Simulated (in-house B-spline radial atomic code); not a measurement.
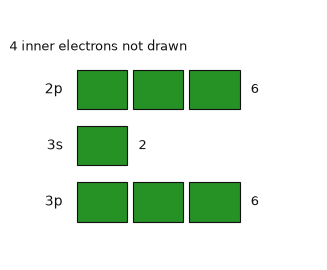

The outer shells as the input fills them: a box for each of the 2l + 1 orbitals, shaded by the share of the shell that is filled, with the electron count at the right.

Ti⁴⁺: RPA and GW calculation

Ti⁴⁺, configuration [Ne] 3s2 3p6. Computed at this level: RPA, second-order and SOSEX correlation energies and G0W0 (contour deformation) on a scalar-relativistic (spin-free one-electron X2C) mean field, all electrons, B-spline basis (in-house B-spline radial atomic code).

Results in brief:

| quantity | value |
| --- | --- |
| outcome | converged |
| mean-field total energy | −850.31399 hartree |
| total energy with exact exchange alone | −849.54800 hartree |
| exact exchange energy | −40.04717 hartree |
| RPA correlation, extrapolated in the angular momentum of the empty orbitals | −1.07312 hartree |
| RPA correlation, as summed | −1.06557 hartree |
| direct second-order term | −1.18647 hartree |
| second-order exchange term | 0.40235 hartree |
| SOSEX term | 0.37572 hartree |
| hardware | 1 CPU thread, shared host |
| wall time | 1.3 s |

Notes:

Limits: spin-orbit coupling, Breit and QED terms are absent.

Input file:
```
Z = 22
electrons = 18.0
configuration = [Ne] 3s2 3p6
hamiltonian = x2c
method = pbeh
lmax = 9
exact_exchange_fraction = 1.0
rms_radius = 3.5921
spin_polarised = False
box_radius = 11.96
intervals = 69
```

The run was one of a batch that the task file lists, launched with:
```bash
python <driver script> task.json out
```

The program writes its results to a structured record and prints no log; tables and figures of this report are taken from that record.

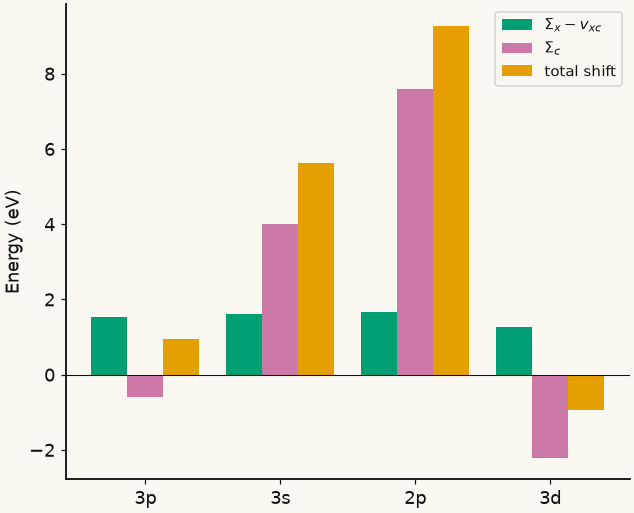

Parts of the G₀W₀ correction to each level for Ti⁴⁺ ([Ne] 3s² 3p⁶). All-electron spherical atom, scalar X2C, PBE with 100 % exact exchange start, no spin-orbit coupling, Breit or QED terms; computed with a B-spline radial code. The quasi-particle equation is solved at full frequency; levels of low quasi-particle weight Z are left out. Σ columns are in eV, and Σc holds an estimate for the angular momenta beyond the basis. G₀W₀ moves the highest occupied level, 3p, from −100.82 to −99.88 eV (renormalisation factor Z = 0.97). The empty level 3d goes from −42.47 to −43.41 eV.

```tsv
Level	Mean field (eV)	Σx − vxc (eV)	Σc (eV)	Z	G₀W₀ (eV)
3p	−100.82	1.54	−0.60	0.97	−99.88
3s	−132.15	1.62	4.01	0.91	−126.52
2p	−542.17	1.67	7.60	0.93	−532.90
3d	−42.47	1.27	−2.21	0.98	−43.41
```
